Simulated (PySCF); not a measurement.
**C$_{4}$H$_{14}$N$_{2}$Si: density, localisation and related maps**

```xyz
21

C    -0.9024   -1.4914    0.7596
C    -0.8249   -0.1030    0.1074
C    -1.9786    0.0612   -0.8909
C    -0.9325    0.9720    1.1860
N     0.4203    0.0515   -0.6178
Si    1.9575    0.4188    0.0495
N     3.0273    0.0790   -1.2657
H    -0.0845   -1.6102    1.4659
H    -1.8452   -1.6177    1.2866
H    -0.8182   -2.2694    0.0033
H    -1.9275   -0.7068   -1.6605
H    -2.9384   -0.0183   -0.3866
H    -1.9158    1.0345   -1.3717
H    -0.1615    0.8311    1.9375
H    -0.8095    1.9568    0.7444
H    -1.9053    0.9213    1.6691
H     0.4448   -0.5755   -1.4100
H     1.9251    1.8183    0.5046
H     2.4557   -0.4356    1.1388
H     2.7973    0.4794   -2.1614
H     4.0074    0.2209   -1.0886
```

Geometry: GFN2-xTB.

Theory: PBE0/pcSseg-1, SCF density, gas phase, non-relativistic (PySCF).

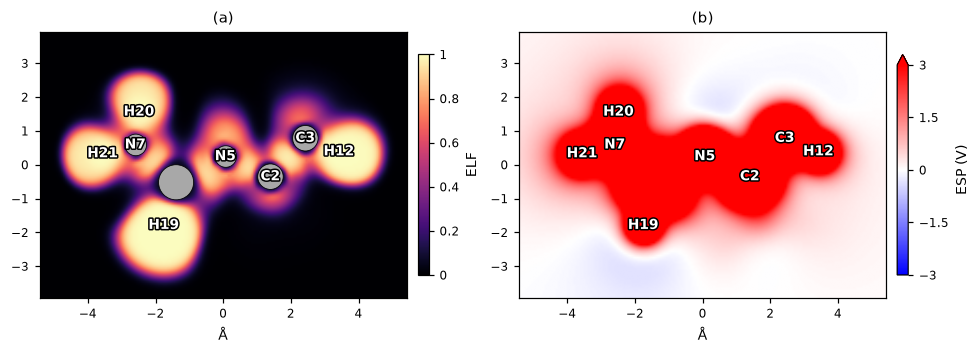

Figure 1. (a) electron localisation function; (b) electrostatic potential on the plane of atoms C3, C2 and N5. Grey discs cover the atomic cores in the ELF map.

Describe what can be read from this map.

Answer.
- Atoms in the plane: C, N and H.
- C–N (1.45 Å): the ELF peaks at about 0.90 between the atoms (localised, covalent bonding).
- C–C (1.53 Å): the ELF peaks at about 0.95 between the atoms, as expected for localised, covalent bonding.
- N–H (1.01 Å): the ELF climbs to about 1 towards the hydrogen, as it does in any bond to H: an ordinary covalent bond to hydrogen.
- C–H (1.09 Å): the ELF climbs to about 1 towards the hydrogen (an ordinary covalent bond to hydrogen).
- Outside the dense part of the molecule the potential is most negative (−0.4 V) near H19.

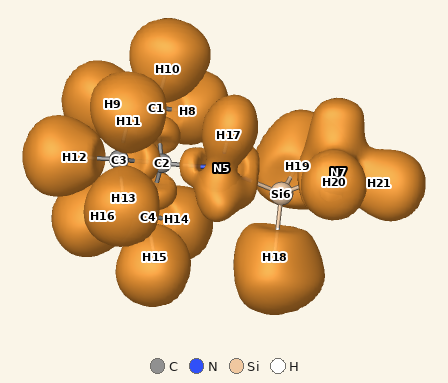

Figure 2. Isosurface of the electron localisation function at 0.75 (orange), seen at an oblique angle. Only the valence region is drawn (cores and ρ < 0.01 e/Å³ removed).

Identify the bonds, lone pairs and shells in this picture.

Answer. At this value the surface marks out three regions between bonded C–C atoms (shared pairs), eleven regions around hydrogen nuclei and two joined regions spread over several atoms (H, N), in which their bonds and any lone pairs are merged.

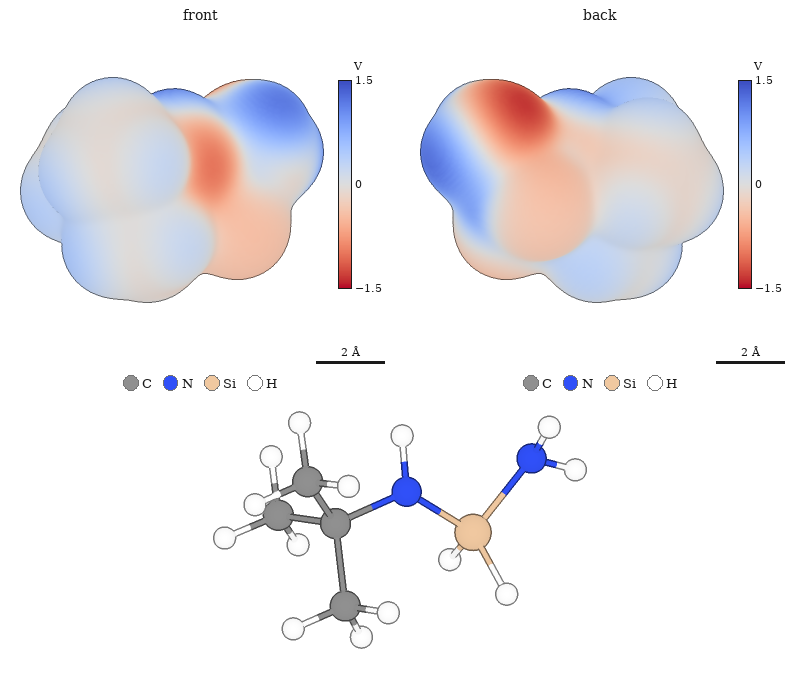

Figure 3. The electrostatic potential painted on the density surface at 0.001 e/bohr³, seen from the front and from behind; the colour scale runs from red (negative) to blue (positive). The bare structure is drawn below in the same view.

Describe the electrostatic potential map.

Answer. The most negative region (about −1.3 V, or −30 kcal/mol for a unit charge) lies over N7, the most positive (about +1.2 V, or +28 kcal/mol for a unit charge) over H20 and H21. N7 is the likeliest acceptor of a hydrogen bond.

How polar is the molecule by this calculation?

Answer. Its dipole moment is 0.68 D.
